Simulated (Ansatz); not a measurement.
# (GaN)1(MgO)3 [0001] superlattice, started as wurtzite: phonons and vibrational spectra, part 2 of 2

How does (GaN)1(MgO)3 [0001] superlattice, started as wurtzite vibrate, and is this structure a minimum?

Ansatz 0.2.0; DFT PBEsol, scalar-relativistic, plane waves, PAW.

So far. Step 4 (Tight relaxation): The largest force component left is 0.55 meV/Å and the pressure is 0.000 GPa, within the tolerances set. The cell now holds 12.03 Å³/atom. The relaxed cell has a = 3.323, c = 10.069 Å (conventional setting).

The structure was built from a prototype and need not be the compound's stable phase.

## Step 5: Zone-centre response (continued)

Patterns of degenerate modes are one choice out of their space. The modes at Γ (shares of kinetic energy by element, %):

| mode | frequency (cm⁻¹) | symmetry | Ga % | Mg % | N % | O % |
| --- | --- | --- | --- | --- | --- | --- |
| 1 | 0.0 | acoustic | 34 | 36 | 7 | 23 |
| 2 | 0.0 | acoustic | 34 | 36 | 7 | 23 |
| 3 | 0.0 | acoustic | 34 | 36 | 7 | 23 |
| 4 | 95.8 | E | 55 | 26 | 2 | 17 |
| 5 | 95.8 | E | 55 | 26 | 2 | 17 |
| 6 | 136.4 | E | 1 | 62 | 22 | 15 |
| 7 | 136.4 | E | 1 | 62 | 22 | 15 |
| 8 | 183.4 | E | 3 | 60 | 6 | 32 |
| 9 | 183.4 | E | 3 | 60 | 6 | 32 |
| 10 | 196.3 | A1 | 37 | 38 | 6 | 20 |
| 11 | 262.6 | E | 7 | 3 | 0 | 89 |
| 12 | 262.6 | E | 7 | 3 | 0 | 89 |
| 13 | 267.8 | A1 | 1 | 67 | 0 | 32 |
| 14 | 387.7 | A1 | 5 | 74 | 0 | 21 |
| 15 | 415.3 | A1 | 10 | 41 | 0 | 49 |
| 16 | 518.7 | A1 | 1 | 12 | 2 | 86 |
| 17 | 550.1 | E | 0 | 37 | 0 | 63 |
| 18 | 550.1 | E | 0 | 37 | 0 | 63 |
| 19 | 551.5 | E | 0 | 39 | 1 | 60 |
| 20 | 551.5 | E | 0 | 39 | 1 | 60 |
| 21 | 558.6 | A1 | 3 | 29 | 0 | 68 |
| 22 | 570.9 | E | 0 | 37 | 62 | 1 |
| 23 | 570.9 | E | 0 | 37 | 62 | 1 |
| 24 | 781.7 | A1 | 10 | 3 | 85 | 2 |

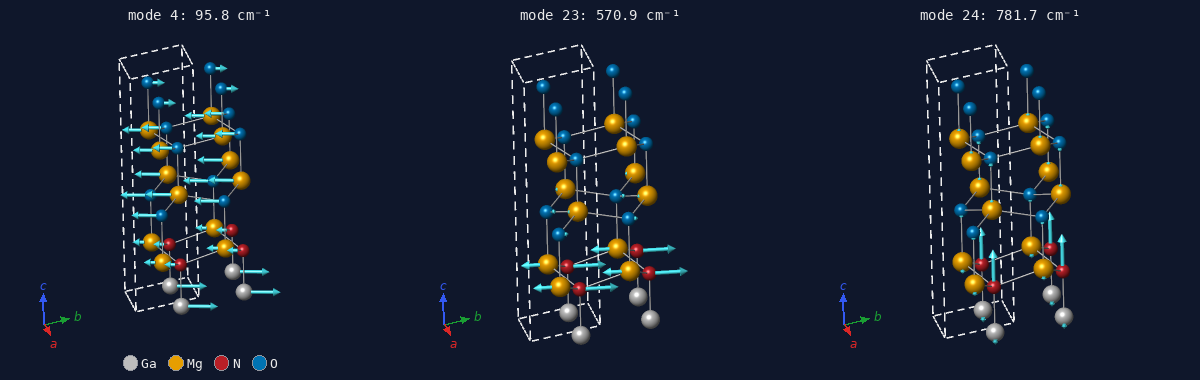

Displacement patterns of modes 4, 23 and 24 at Γ; arrows are exaggerated. 2×2×1 cells are drawn.

Before it was imposed, the acoustic sum rule was missed by 1.7e-4 eV/Å². Small misses are needed for a sound result but don't prove that mesh and cutoff are converged. The lowest optical mode is real, 95.8 cm⁻¹.

## Step 6: Another isotope, element Ga, natural mass 69.723 amu

An isotope changes the mass and not the force constants, so no new electronic calculation is needed; the shifts show which modes move this element.

The same force constants with the mass of Ga changed from 69.723 to 70.925 u (phonopy, no LO-TO term). Both lists are sorted by frequency; levels can cross, so a row need not hold one and the same mode. Modes under 3 cm⁻¹ are left out. Isotope shifts, by row:

```csv
q,rank,natural mass (cm⁻¹),changed mass (cm⁻¹)
0 0 0,4,95.77,95.32
0 0 0,5,95.77,95.32
0 0 0,6,136.4,136.3
0 0 0,7,136.4,136.3
0 0 0,8,183.4,183.3
0 0 0,9,183.4,183.3
0 0 0,10,196.3,195.7
0 0 0,11,262.6,262.5
0 0 0,12,262.6,262.5
0 0 0,13,267.8,267.8
0 0 0,14,387.7,387.5
0 0 0,15,415.3,415
0 0 0,16,518.7,518.7
0 0 0,17,550.1,550.1
0 0 0,18,550.1,550.1
0 0 0,19,551.5,551.5
0 0 0,20,551.5,551.5
0 0 0,21,558.6,558.5
0 0 0,22,570.9,570.9
0 0 0,23,570.9,570.9
0 0 0,24,781.7,781
```

A mode of this element alone would shift by -0.85 %. The highest zone-centre frequency without the field goes from 781.7 to 781.0 cm⁻¹ (-0.1 %). The product of the frequency ratios over all optical modes at Γ is 0.983; the product rule, (m/m′)^(3k/2) (M′/M)^(3/2) with k = 1 such atoms and M the mass of the cell, gives 0.983.

## Step 7: Isotope substitution, element Mg, natural mass 24.305 amu

The same for Mg, from 24.30 to 25.98 u.

The same force constants with the mass of Mg changed from 24.305 to 25.983 u (phonopy, no LO-TO term). Both lists are sorted by frequency; levels can cross, so a row need not hold one and the same mode. Modes under 3 cm⁻¹ are left out. Isotope shifts, by row:

```csv
q,rank,natural mass (cm⁻¹),changed mass (cm⁻¹)
0 0 0,4,95.77,94.94
0 0 0,5,95.77,94.94
0 0 0,6,136.4,133.5
0 0 0,7,136.4,133.5
0 0 0,8,183.4,179.7
0 0 0,9,183.4,179.7
0 0 0,10,196.3,193.8
0 0 0,11,262.6,261.8
0 0 0,12,262.6,262.4
0 0 0,13,267.8,262.4
0 0 0,14,387.7,378
0 0 0,15,415.3,410
0 0 0,16,518.7,516.8
0 0 0,17,550.1,543.6
0 0 0,18,550.1,543.6
0 0 0,19,551.5,544.6
0 0 0,20,551.5,544.6
0 0 0,21,558.6,553.4
0 0 0,22,570.9,564.1
0 0 0,23,570.9,564.1
0 0 0,24,781.7,780.9
```

A mode of this element alone would shift by -3.28 %. The highest zone-centre frequency without the field goes from 781.7 to 780.9 cm⁻¹ (-0.1 %). The product of the frequency ratios over all optical modes at Γ is 0.768; the product rule, (m/m′)^(3k/2) (M′/M)^(3/2) with k = 3 such atoms and M the mass of the cell, gives 0.768.

## Step 8: Isotope substitution, element N, natural mass 14.007 amu

The same for N, from 14.01 to 15.00 u.

A mode of this element alone would shift by -3.37 %. The highest zone-centre frequency without the field goes from 781.7 to 759.5 cm⁻¹ (-2.8 %). The product of the frequency ratios over all optical modes at Γ is 0.909; the product rule, (m/m′)^(3k/2) (M′/M)^(3/2) with k = 1 such atoms and M the mass of the cell, gives 0.909.

## Step 9: Isotope substitution, element O, natural mass 15.999 amu

The same for O, from 16.00 to 18.00 u.

A mode of this element alone would shift by -5.72 %. The highest zone-centre frequency without the field goes from 781.7 to 781.0 cm⁻¹ (-0.1 %). The product of the frequency ratios over all optical modes at Γ is 0.615; the product rule, (m/m′)^(3k/2) (M′/M)^(3/2) with k = 3 such atoms and M the mass of the cell, gives 0.615.

## Step 10: What came out

| Item | Value |
| --- | --- |
| space group after relaxation (within 0.01 Å) | P3m1 |
| volume per atom | 12.0 Å³ |
| electronic character | no gap on this mesh |
| highest optical mode at the zone centre (no LO-TO term) | 782 cm⁻¹ |
| lowest optical zone-centre mode | 95.8 cm⁻¹ |
| imaginary modes at Γ (the only wavevector solved) | none |

What this shows: The structure is stable against zone-centre distortions, since no mode there is imaginary; other wavevectors were not solved, so zone-boundary instabilities are untested. The optical modes at Γ span 96 to 782 cm⁻¹. No dispersion was computed. The highest mode in this list at Γ, 781.7 cm⁻¹, is mostly motion of N (85 % of the kinetic energy). With no gap, or one that is small against the smearing, the frequencies hang on the k mesh and the smearing, most of all near Kohn anomalies. A semilocal functional can close a gap that the real compound would have, so the metallic treatment may be an artefact of the level. The starting cell was built on a prototype and not taken from a measurement, so the phase need not exist. These are harmonic frequencies at zero temperature: anharmonic shifts, linewidths and thermal expansion are left out.

[Logs are printed without paths, hosts, clocks, repeated set-up lines and the standing remarks that a program may print on its own settings, such as how far it seeks lower states.]

[Hosts, paths, dates, database ids (printed as entryN), source tags and the programs' standing remarks are cut or masked in the printed files.]
